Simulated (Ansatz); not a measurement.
**Geometry relaxation of CH7ClGaNOSi (part 3 of 3)**

Continued. System: CH7ClGaNOSi, SMILES [CH3][GaH][Si](N)(O)Cl. Method: RKS PBE-D4/def2-SVP (Ansatz 0.2.0). The run did not end well. It belongs to a series of runs on one base structure; here: end point A relaxed.

Geometry of the input (Å):
```
C  -0.5442  0.3675  -1.7833
Ga -0.3567  1.8490  -0.0082
Si 0.3138  -0.0027  1.2920
N  -0.0249  -1.7090  1.0593
O  2.0363  0.1825  1.0463
Cl -0.1496  0.5905  3.2543
H  -1.3387  -0.3751  -1.6918
H  -0.8758  1.1679  -2.5645
H  0.3712  -0.0306  -2.0655
H  -0.5728  1.5137  0.1901
H  0.1784  -1.9710  0.1120
H  -1.1228  -1.7567  1.1057
H  2.1062  0.1391  0.0684
```

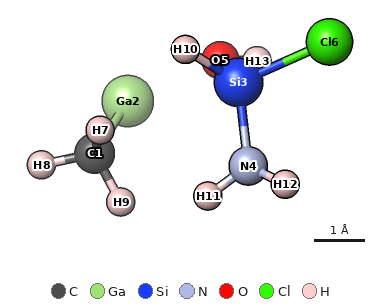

**Figure 1.** The geometry at step 32 of the log (ball-and-stick view, seen at an oblique angle; atoms are numbered from 1 in the order of the input).

Trajectory as extended XYZ, continued:
```
13
Properties=species:S:1:pos:R:3:forces:R:3 step=23 energy=-77430.33398
C    -0.4511    0.4927   -1.9705   -0.0132  -0.0149   0.0838
Ga    0.7540    2.1459   -1.5088   -0.0045  -0.0453   0.0061
Si    0.0172    0.0730    1.4851   -0.0322  -0.0430  -0.0318
N    -0.1086   -1.5034    0.8053   -0.0020   0.0483   0.0019
O     1.2342    0.9411    0.6872    0.2669  -0.1823  -0.0389
Cl    0.5059   -0.2223    3.4828    0.0033  -0.0004   0.0152
H    -1.2960    0.3417   -1.2563    0.0520   0.0043  -0.0527
H    -0.8987    0.5996   -2.9822   -0.0074   0.0010  -0.0179
H     0.1685   -0.4360   -1.9790   -0.0267   0.0387  -0.0056
H    -1.1396    1.0124    1.4183   -0.0020   0.0025   0.0022
H    -0.4649   -1.6033   -0.1501   -0.0031   0.0012  -0.0013
H    -0.3617   -2.2941    1.4000   -0.0046  -0.0204   0.0167
H     2.0612    0.4176    0.5830   -0.2264   0.2103   0.0223
13
Properties=species:S:1:pos:R:3:forces:R:3 step=24 energy=-77430.33805
C    -0.4750    0.4872   -1.9682    0.0160  -0.0230  -0.0262
Ga    0.8846    2.0405   -1.5718   -0.0401  -0.0855   0.0181
Si    0.0090    0.0683    1.4792    0.0046   0.0294  -0.0056
N    -0.0881   -1.5026    0.7848   -0.0246  -0.0287   0.0413
O     1.2197    0.9777    0.7095    0.3733  -0.2815   0.0004
Cl    0.4887   -0.2378    3.4809    0.0053  -0.0008  -0.0292
H    -1.3029    0.3841   -1.2277    0.0536  -0.0098  -0.0352
H    -0.9523    0.6308   -2.9650    0.0363   0.0005   0.0578
H     0.0840   -0.4814   -2.0141   -0.0669   0.0995   0.0185
H    -1.1662    0.9868    1.4168    0.0215  -0.0170  -0.0157
H    -0.4515   -1.5990   -0.1683    0.0024   0.0003  -0.0057
H    -0.3226   -2.3059    1.3735    0.0165   0.0500  -0.0242
H     2.0929    0.5166    0.6854   -0.3977   0.2666   0.0058
13
Properties=species:S:1:pos:R:3:forces:R:3 step=25 energy=-77430.34160
C    -0.4809    0.4892   -1.9657   -0.0161  -0.0208  -0.0108
Ga    0.9084    2.0084   -1.5746    0.0019  -0.0337   0.0118
Si    0.0067    0.0674    1.4722    0.0097   0.0035  -0.0099
N    -0.0823   -1.5064    0.7841   -0.0300  -0.0104   0.0076
O     1.2169    0.9806    0.7064    0.3436  -0.2458   0.0232
Cl    0.4872   -0.2378    3.4730    0.0021   0.0128  -0.0088
H    -1.3057    0.3945   -1.2218    0.0325  -0.0112  -0.0248
H    -0.9602    0.6485   -2.9580    0.0215   0.0030   0.0317
H     0.0589   -0.4877   -2.0218   -0.0359   0.0521   0.0130
H    -1.1711    0.9811    1.4001    0.0157  -0.0160  -0.0043
H    -0.4436   -1.6080   -0.1693    0.0032  -0.0041   0.0014
H    -0.3148   -2.3075    1.3758    0.0124   0.0343  -0.0151
H     2.1009    0.5427    0.7146   -0.3607   0.2363  -0.0149
13
Properties=species:S:1:pos:R:3:forces:R:3 step=26 energy=-77430.34776
C    -0.4933    0.4904   -1.9587   -0.0100  -0.0012   0.0039
Ga    0.9928    1.9190   -1.5898    0.0005  -0.0222   0.0016
Si    0.0025    0.0600    1.4638   -0.0331   0.0085  -0.0408
N    -0.0711   -1.5133    0.7739   -0.0110   0.0268  -0.0023
O     1.1993    0.9964    0.7055    0.3756  -0.1902   0.0423
Cl    0.4862   -0.2321    3.4642    0.0107  -0.0016   0.0054
H    -1.3129    0.4211   -1.2082    0.0069   0.0041   0.0016
H    -0.9747    0.6904   -2.9412    0.0059  -0.0027  -0.0051
H    -0.0073   -0.5115   -2.0375   -0.0068   0.0195  -0.0061
H    -1.1848    0.9578    1.3824   -0.0108  -0.0131   0.0084
H    -0.4365   -1.6197   -0.1774    0.0057  -0.0014   0.0117
H    -0.2883   -2.3159    1.3673    0.0030  -0.0124   0.0070
H     2.1086    0.6225    0.7704   -0.3367   0.1860  -0.0275
13
Properties=species:S:1:pos:R:3:forces:R:3 step=27 energy=-77430.34862
C    -0.5240    0.5003   -1.9741    0.1015  -0.0708   0.0156
Ga    1.1186    1.7720   -1.6154   -0.0839  -0.0730  -0.0251
Si   -0.0053    0.0519    1.4550    0.0333  -0.0181  -0.0144
N    -0.0452   -1.5264    0.7751   -0.0167   0.0647  -0.0456
O     1.1877    1.0142    0.7210    0.6529  -0.1980   0.0659
Cl    0.4860   -0.2248    3.4547   -0.0022  -0.0042   0.0496
H    -1.3346    0.4754   -1.2107    0.0307  -0.0026  -0.0052
H    -1.0061    0.7678   -2.9422    0.0500  -0.0141   0.0392
H    -0.1238   -0.5411   -2.0932   -0.0778   0.1534   0.0033
H    -1.2125    0.9203    1.3618   -0.0068  -0.0096  -0.0013
H    -0.4077   -1.6490   -0.1752    0.0025  -0.0097   0.0162
H    -0.2384   -2.3296    1.3752    0.0003  -0.0243   0.0094
H     2.1258    0.7341    0.8826   -0.6839   0.2063  -0.1076
13
Properties=species:S:1:pos:R:3:forces:R:3 step=28 energy=-77430.35529
C    -0.5094    0.4944   -1.9534    0.0343  -0.0190  -0.0330
Ga    1.1179    1.7835   -1.6296   -0.0572  -0.0702   0.0131
Si   -0.0069    0.0529    1.4466   -0.0237  -0.0065  -0.0233
N    -0.0507   -1.5238    0.7635   -0.0176   0.0211  -0.0024
O     1.1808    1.0140    0.7024    0.1866  -0.0643   0.0457
Cl    0.4819   -0.2280    3.4486    0.0103   0.0083  -0.0003
H    -1.3092    0.4768   -1.1783    0.0275   0.0007  -0.0232
H    -1.0025    0.7544   -2.9174    0.0186  -0.0161   0.0315
H    -0.1125   -0.5454   -2.0715   -0.0365   0.0920   0.0070
H    -1.2145    0.9221    1.3583   -0.0027  -0.0166   0.0084
H    -0.4194   -1.6440   -0.1846    0.0061  -0.0036   0.0099
H    -0.2416   -2.3293    1.3624    0.0062   0.0026  -0.0030
H     2.1065    0.7376    0.8679   -0.1519   0.0718  -0.0303
13
Properties=species:S:1:pos:R:3:forces:R:3 step=29 energy=-77430.35603
C    -0.4969    0.4949   -1.9602   -0.0082   0.0149   0.0303
Ga    1.1633    1.7225   -1.6293    0.0208   0.0104  -0.0477
Si   -0.0193    0.0501    1.4416    0.0786  -0.0061   0.0566
N    -0.0852   -1.5237    0.7650    0.0122  -0.0436  -0.0617
O     1.1568    1.0151    0.6716   -0.1875  -0.0269   0.0656
Cl    0.5326   -0.2303    3.4309   -0.0076   0.0252  -0.0554
H    -1.2775    0.4944   -1.1669   -0.0247  -0.0013  -0.0188
H    -1.0006    0.7714   -2.9116   -0.0064   0.0046  -0.0086
H    -0.1312   -0.5511   -2.0872    0.0032  -0.0192  -0.0119
H    -1.2389    0.9019    1.3948   -0.0031   0.0350  -0.0207
H    -0.4268   -1.6595   -0.1901   -0.0103   0.0225   0.0021
H    -0.2392   -2.3400    1.3582    0.0109   0.0027   0.0299
H     2.0833    0.8192    0.8980    0.1222  -0.0183   0.0403
13
Properties=species:S:1:pos:R:3:forces:R:3 step=30 energy=-77430.35912
C    -0.5125    0.4953   -1.9714   -0.0136   0.0032   0.0406
Ga    1.1686    1.6943   -1.6340    0.0188   0.0045  -0.0201
Si   -0.0114    0.0466    1.4539    0.0259   0.0477   0.0054
N    -0.0609   -1.5236    0.7632    0.0020  -0.0267  -0.0071
O     1.1635    1.0225    0.7018   -0.0561  -0.0335   0.0278
Cl    0.5203   -0.2267    3.4476   -0.0063  -0.0102  -0.0334
H    -1.3087    0.5053   -1.1933    0.0022  -0.0021  -0.0143
H    -0.9956    0.7842   -2.9306    0.0054   0.0045  -0.0017
H    -0.1643   -0.5571   -2.0991   -0.0050  -0.0089  -0.0077
H    -1.2300    0.9008    1.3882   -0.0098  -0.0036  -0.0061
H    -0.4217   -1.6491   -0.1868   -0.0019   0.0136   0.0118
H    -0.2181   -2.3411    1.3548    0.0084   0.0035   0.0059
H     2.0912    0.8137    0.9205    0.0299   0.0079  -0.0011
13
Properties=species:S:1:pos:R:3:forces:R:3 step=31 energy=-77430.35967
C    -0.5086    0.5012   -1.9693   -0.0014   0.0178   0.0029
Ga    1.1964    1.6671   -1.6409   -0.0039  -0.0076  -0.0061
Si   -0.0135    0.0434    1.4503   -0.0158   0.0165   0.0144
N    -0.0576   -1.5295    0.7611    0.0564   0.1055   0.0602
O     1.1505    1.0368    0.7057   -0.0323  -0.0339   0.0055
Cl    0.5178   -0.2327    3.4432    0.0107  -0.0082  -0.0216
H    -1.3071    0.5276   -1.1952   -0.0082   0.0066   0.0077
H    -0.9821    0.7984   -2.9304   -0.0068   0.0050  -0.0111
H    -0.1826   -0.5576   -2.0964    0.0059  -0.0274  -0.0050
H    -1.2415    0.8838    1.3865   -0.0041   0.0003  -0.0150
H    -0.4544   -1.6610   -0.1709   -0.0328  -0.0196  -0.0830
H    -0.1794   -2.3434    1.3635   -0.0023  -0.0549   0.0259
H     2.0825    0.8309    0.9077    0.0346  -0.0001   0.0251
13
Properties=species:S:1:pos:R:3:forces:R:3 step=32 energy=-77430.36124
C    -0.5168    0.4987   -1.9688    0.0167  -0.0317  -0.0143
Ga    1.2553    1.5755   -1.6598   -0.0517  -0.0381   0.0318
Si   -0.0209    0.0434    1.4496    0.0314   0.0246  -0.0258
N    -0.0478   -1.5256    0.7532    0.0104   0.0110   0.0452
O     1.1376    1.0508    0.7150    0.1846  -0.0237   0.0233
Cl    0.5297   -0.2411    3.4354   -0.0120   0.0026   0.0039
H    -1.3114    0.5601   -1.1911    0.0303   0.0038  -0.0109
H    -0.9804    0.8291   -2.9251    0.0093  -0.0127   0.0085
H    -0.2481   -0.5777   -2.1086   -0.0249   0.0609   0.0001
H    -1.2585    0.8699    1.3787   -0.0002  -0.0122   0.0150
H    -0.4482   -1.6612   -0.1781   -0.0122  -0.0136  -0.0209
H    -0.1423   -2.3478    1.3525    0.0057   0.0126  -0.0275
H     2.0724    0.8910    0.9618   -0.1874   0.0165  -0.0284
13
Properties=species:S:1:pos:R:3:forces:R:3 step=33 energy=-77430.36272
C    -0.5247    0.4934   -1.9777    0.0009  -0.0660   0.0159
Ga    1.2803    1.5093   -1.6563   -0.0213  -0.0166   0.0016
Si   -0.0180    0.0460    1.4521   -0.0023   0.0075   0.0012
N    -0.0379   -1.5188    0.7457    0.0029  -0.0129   0.0556
O     1.1375    1.0658    0.7303    0.0291  -0.0063  -0.0115
Cl    0.5281   -0.2498    3.4375    0.0001   0.0026   0.0070
H    -1.3196    0.5804   -1.2020    0.0353  -0.0095  -0.0227
H    -0.9733    0.8467   -2.9335    0.0213  -0.0067   0.0177
H    -0.2969   -0.5924   -2.1252   -0.0309   0.0919   0.0092
H    -1.2633    0.8618    1.3868    0.0112  -0.0119  -0.0018
H    -0.4538   -1.6541   -0.1792   -0.0013  -0.0191  -0.0021
H    -0.1055   -2.3468    1.3425    0.0051   0.0531  -0.0630
H     2.0676    0.9237    0.9938   -0.0501  -0.0061  -0.0070
13
Properties=species:S:1:pos:R:3:forces:R:3 step=34 energy=-77430.36374
C    -0.5243    0.4849   -1.9694   -0.0109  -0.0582   0.0006
Ga    1.3067    1.4549   -1.6577   -0.0169  -0.0163   0.0050
Si   -0.0215    0.0489    1.4497   -0.0155   0.0180  -0.0007
N    -0.0345   -1.5106    0.7326   -0.0001  -0.0381   0.0572
O     1.1296    1.0772    0.7329   -0.0162   0.0143  -0.0233
Cl    0.5275   -0.2477    3.4348   -0.0002  -0.0076  -0.0095
H    -1.3115    0.5873   -1.1880    0.0298  -0.0070  -0.0263
H    -0.9685    0.8605   -2.9190    0.0165  -0.0101   0.0212
H    -0.3310   -0.6054   -2.1299   -0.0214   0.0873   0.0068
H    -1.2719    0.8567    1.3880    0.0079  -0.0113  -0.0012
H    -0.4547   -1.6456   -0.1908    0.0074  -0.0074   0.0160
H    -0.0818   -2.3448    1.3223    0.0037   0.0503  -0.0572
H     2.0564    0.9488    1.0094    0.0159  -0.0137   0.0113
13
Properties=species:S:1:pos:R:3:forces:R:3 step=35 energy=-77430.36500
C    -0.5283    0.4767   -1.9664   -0.0070  -0.0675  -0.0415
Ga    1.3502    1.3572   -1.6572   -0.0295  -0.0240   0.0017
Si   -0.0282    0.0548    1.4485    0.0014   0.0026   0.0033
N    -0.0236   -1.5007    0.7245   -0.0107  -0.0463   0.0279
O     1.1174    1.0956    0.7398   -0.0533   0.0335  -0.0284
Cl    0.5264   -0.2476    3.4314   -0.0036  -0.0016  -0.0070
H    -1.3047    0.5982   -1.1776    0.0192  -0.0061  -0.0199
H    -0.9602    0.9002   -2.9028    0.0269  -0.0245   0.0462
H    -0.3954   -0.6183   -2.1592   -0.0168   0.1171   0.0149
H    -1.2885    0.8460    1.3880    0.0068  -0.0054  -0.0009
H    -0.4468   -1.6415   -0.1965    0.0116   0.0003   0.0187
H    -0.0374   -2.3410    1.3064    0.0025   0.0402  -0.0384
H     2.0396    0.9856    1.0359    0.0525  -0.0184   0.0233
13
Properties=species:S:1:pos:R:3:forces:R:3 step=36 energy=-77430.36581
C    -0.5362    0.4679   -1.9665    0.0090  -0.1075  -0.1109
Ga    1.3938    1.2425   -1.6518   -0.0745  -0.0408   0.0006
Si   -0.0327    0.0601    1.4511    0.0092   0.0144  -0.0009
N    -0.0084   -1.4898    0.7155   -0.0027  -0.0603   0.0462
O     1.1035    1.1200    0.7541   -0.0375   0.0273  -0.0249
Cl    0.5234   -0.2456    3.4330   -0.0029  -0.0094  -0.0082
H    -1.3054    0.6105   -1.1748    0.0174  -0.0073  -0.0072
H    -0.9464    0.9436   -2.8904    0.0548  -0.0571   0.0923
H    -0.4692   -0.6296   -2.1938   -0.0155   0.2048   0.0343
H    -1.3036    0.8333    1.3923    0.0033  -0.0049  -0.0051
H    -0.4346   -1.6338   -0.2032    0.0064   0.0045   0.0066
H     0.0122   -2.3369    1.2875    0.0027   0.0534  -0.0404
H     2.0239    1.0227    1.0619    0.0303  -0.0172   0.0175
13
Properties=species:S:1:pos:R:3:forces:R:3 step=37 energy=-77430.36711
C    -0.5418    0.4647   -1.9688   -0.0009  -0.0901  -0.0654
Ga    1.3985    1.2028   -1.6459   -0.0379  -0.0257  -0.0141
Si   -0.0334    0.0636    1.4524    0.0180   0.0068   0.0047
N     0.0005   -1.4855    0.7153   -0.0074  -0.0551   0.0271
O     1.1020    1.1284    0.7615   -0.0071   0.0196  -0.0088
Cl    0.5197   -0.2469    3.4342   -0.0084  -0.0036  -0.0007
H    -1.3085    0.6096   -1.1750    0.0132  -0.0099  -0.0162
H    -0.9424    0.9594   -2.8859    0.0432  -0.0405   0.0713
H    -0.4938   -0.6289   -2.2116   -0.0115   0.1614   0.0326
H    -1.3066    0.8325    1.3883    0.0027  -0.0059   0.0007
H    -0.4199   -1.6301   -0.2060    0.0048   0.0032   0.0096
H     0.0234   -2.3336    1.2856    0.0044   0.0516  -0.0372
H     2.0228    1.0291    1.0706   -0.0131  -0.0118  -0.0037
13
Properties=species:S:1:pos:R:3:forces:R:3 step=38 energy=-77430.37038
C    -0.5518    0.4528   -1.9536    0.0035  -0.0755  -0.0828
Ga    1.4452    1.0273   -1.6395   -0.0748  -0.0285   0.0233
Si   -0.0412    0.0753    1.4496    0.0059   0.0111  -0.0232
N     0.0323   -1.4683    0.7011   -0.0063  -0.0441  -0.0077
O     1.0753    1.1702    0.7736    0.1127  -0.0139   0.0440
Cl    0.4968   -0.2529    3.4320    0.0034   0.0155   0.0089
H    -1.3052    0.6248   -1.1522    0.0321  -0.0078  -0.0284
H    -0.9124    1.0157   -2.8476    0.0275  -0.0443   0.0609
H    -0.5940   -0.6288   -2.2439   -0.0078   0.1419   0.0324
H    -1.3294    0.8183    1.3792    0.0037  -0.0158   0.0117
H    -0.3792   -1.6162   -0.2237    0.0031   0.0035   0.0170
H     0.0841   -2.3217    1.2612    0.0055   0.0549  -0.0287
H     1.9999    1.0685    1.0785   -0.1085   0.0030  -0.0272
13
Properties=species:S:1:pos:R:3:forces:R:3 step=39 energy=-77430.37267
C    -0.5707    0.4320   -1.9555   -0.0066  -0.1213  -0.1880
Ga    1.4714    0.8369   -1.6057   -0.1296  -0.0346   0.0069
Si   -0.0407    0.0879    1.4578   -0.0011   0.0773  -0.0281
N     0.0683   -1.4418    0.6806    0.0129  -0.0437   0.0155
O     1.0592    1.2157    0.8069    0.0589  -0.0694   0.0417
Cl    0.4815   -0.2541    3.4421    0.0133  -0.0096  -0.0073
H    -1.3211    0.6330   -1.1581    0.0384  -0.0153  -0.0167
H    -0.8734    1.0665   -2.8287    0.0740  -0.1275   0.1468
H    -0.7049   -0.6326   -2.2959    0.0269   0.2873   0.0786
H    -1.3434    0.8058    1.3913    0.0083  -0.0268  -0.0049
H    -0.3427   -1.5836   -0.2453   -0.0162   0.0090   0.0156
H     0.1512   -2.3051    1.2221    0.0127   0.0646  -0.0301
H     1.9855    1.1047    1.1031   -0.0919   0.0101  -0.0301
13
Properties=species:S:1:pos:R:3:forces:R:3 step=40 energy=-77430.37706
C    -0.5684    0.4239   -1.9504   -0.0010  -0.0791  -0.1392
Ga    1.4751    0.7876   -1.5860   -0.0839  -0.0361  -0.0185
Si   -0.0452    0.0929    1.4547    0.0146   0.0633  -0.0091
N     0.0715   -1.4332    0.6719   -0.0031  -0.0452  -0.0120
O     1.0497    1.2255    0.8053    0.0028  -0.0363   0.0351
Cl    0.4902   -0.2562    3.4344    0.0047  -0.0009  -0.0042
H    -1.3150    0.6262   -1.1507    0.0133  -0.0077  -0.0124
H    -0.8538    1.0791   -2.8112    0.0496  -0.0852   0.1045
H    -0.7253   -0.6276   -2.3104    0.0302   0.1965   0.0648
H    -1.3524    0.8017    1.3906    0.0053  -0.0232   0.0015
H    -0.3569   -1.5785   -0.2455   -0.0131   0.0042   0.0169
H     0.1756   -2.2958    1.2101    0.0154   0.0445  -0.0195
H     1.9751    1.1193    1.1020   -0.0347   0.0051  -0.0080
```

Outcome:

| quantity | value |
| --- | --- |
| outcome | not converged |
| hardware | 2 threads of AMD EPYC 7571, 12 GiB of memory available, shared host |
| wall time | 7.2 min (CPU time 14 min) |
| peak memory | 0.25 GiB |

Diagnosis:

The run did not converge: “geometry relaxation did not converge after 40 steps: max|allowed force component| = 1.96e-1 eV/Å (threshold 1.5e-2). Raise `relax.max_steps` over both its present limit and 40, loosen `relax.f_tol`, or start from a geometry closer to equilibrium …” Its last values are not results.
